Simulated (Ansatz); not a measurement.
Al (fcc, Cu type)

```yaml
crystal:
  lattice:
    - [0.00000, 4.04047, 4.04047]
    - [2.02024, 2.02024, 4.04047]
    - [2.02024, 2.02024, 0.00000]
  atoms:
    - { symbol: Al, position: [0.00000, 0.00000, 0.00000] }
    - { symbol: Al, position: [0.50000, 0.00000, 0.00000] }
```

The atoms are displaced by Q × the pattern below (from a DFPT mode at X = (0.5, 0.5, 0.0), largest move 1; Q in Å), at fixed cell. (q is in reciprocal vectors of the primitive cell; the cell shown is doubled to hold the pattern.)

```
atom      x      y       z
----  -----  -----  ------
Al1   0.000  0.000  -1.000
Al2   0.000  0.000   1.000
```

Method: PBE (plane waves to 420 eV, PAW, scalar-relativistic; Ansatz, a quantum-chemistry and plane-wave program). k mesh 20×20×20 (Γ-centred), Fermi-Dirac smearing 0.05 eV. Energies are smeared free energies. With partly filled bands, energies and forces of such displacements shift with the k mesh and the smearing. Al was relaxed with its symmetry unable to fall. The zero of ΔE is the undisplaced structure.

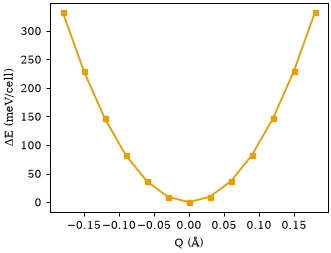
Fig. 1. ΔE (meV/cell) against Q (Å); computed points joined by lines.

Q: What is the energy change at Q = 0.180 Å?

A: About 330 meV/cell.

Q: What harmonic wavenumber does the curvature at Q = 0 give?

A: About 320 cm⁻¹.

(For displaced atoms, the force is minus the slope of the energy, and its curvature is a force constant, which sets phonon frequencies.)
